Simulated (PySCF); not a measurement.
System: MgAl (doublet).

```xyz
2

Mg    0.0000    0.0000   -1.5421
Al    0.0000    0.0000    1.3709
```

These are results of PBE0/def2-SVPD, non-relativistic Hamiltonian with scalar-relativistic core potentials where named, at a bond length of 2.913 Å (PySCF), not measurements.

**Predict the electron density, electron localisation function and spin density between the atoms.**

Mg–Al (2.91 Å): ρ at the midpoint is about 0.15 e/Å³; the ELF peaks at about 0.80 in the valence shell of Al, 1.3 Å from its nucleus, and is about 0.80 at the midpoint.
The unpaired spin (1 electron) lies mostly on Al2 (about 0.9) and Mg1 (about 0.1), in electrons by Hirshfeld's partition.

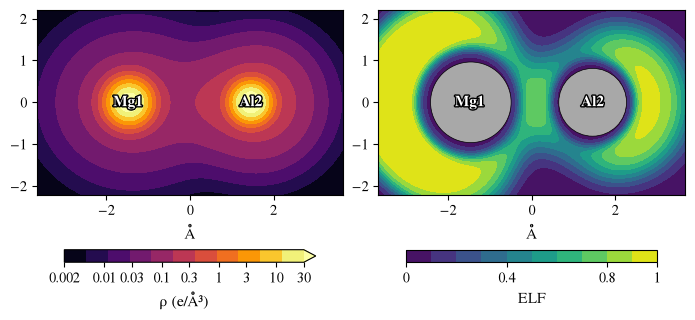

Computed electron density and electron localisation function on a plane that holds the molecular axis, in this order. Grey discs cover the atomic cores in the ELF map. 
